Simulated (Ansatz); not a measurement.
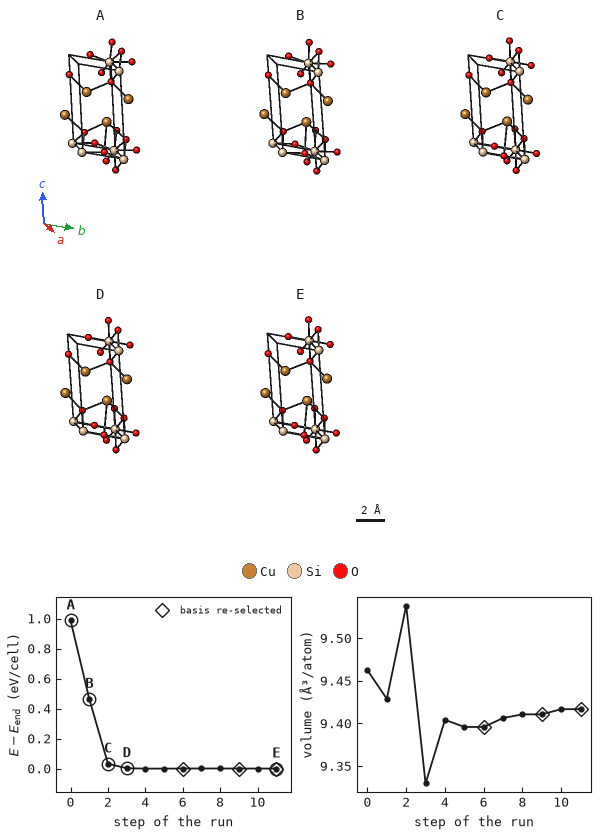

Frames of a relaxation of a crystal of Cu2SiO3 (built on the Li2TiO3-71 type type), marked on the history of the run. Style: ball-and-stick. Shown: the cell of the calculation, reduced to other axes, slightly off an axis. Lengths and directions refer to the drawn axes.

Case: shaken.

Computed with DFT, PBEsol, plane waves, PAW (Ansatz 0.2.0). Set-up: plane-wave cutoff 420 eV; k-point mesh 8 × 8 × 8; occupations fermi dirac; smearing width 0.05 eV; no spin polarisation; cell and atoms relaxed; force threshold 0.01 eV/Å; at most 120 steps.

Describe the path.

The largest move relative to the cell is that of an O atom, 0.24 Å along [2 −1 −2]. Largest moves by element: O 0.24 Å, Cu 0.18 Å, Si 0.17 Å. The volume changes by −0.5 %, with a 2.754 → 2.761 Å (+0.3 %), b 3.303 → 3.308 Å (+0.1 %), c 6.559 → 6.590 Å (+0.5 %), α 103.1° → 104.5°, β 101.8° → 103.7°, γ 90.7° → 90.0°. Near-neighbour distances that change, for instance: Cu–O 2.371 → 2.654 Å, Cu–Cu 2.707 → 2.485 Å, O–Si 1.807 → 1.654 Å, Cu–Cu 2.635 → 2.485 Å. Among the angles between lasting bonds that change: O–Si–O 155.8° → 180.0°, Si–O–Si 155.8° → 180.0°, O–Si–O 69.9° → 90.0°. The space group (tolerance 0.01 Å) goes from P1 (No. 1) to C2/m (No. 12). Over 8 accepted moves (11 points after the start) the energy falls by 0.987 eV per cell of the calculation. The largest force component goes from 4 to 0.00096 eV/Å. The pressure goes from 6.16 to 0.01 GPa. At 3 points the geometry stayed and the basis and grid were re-selected for the new cell (energy shift of 0.8 meV per cell of the calculation at most each time). From step 0 to 1: an O atom moves most (0.10 Å), volume −0.4 %, energy −0.523 eV per cell of the calculation. From step 1 to 2: an O atom moves most (0.20 Å), volume +1.2 %, energy −0.432 eV per cell of the calculation. From step 2 to 3: an O atom moves most (0.02 Å), volume −2.2 %, energy −30.6 meV per cell of the calculation. From step 3 to 11: a Cu atom moves most (0.04 Å), volume +0.9 %, energy −1.9 meV per cell of the calculation.
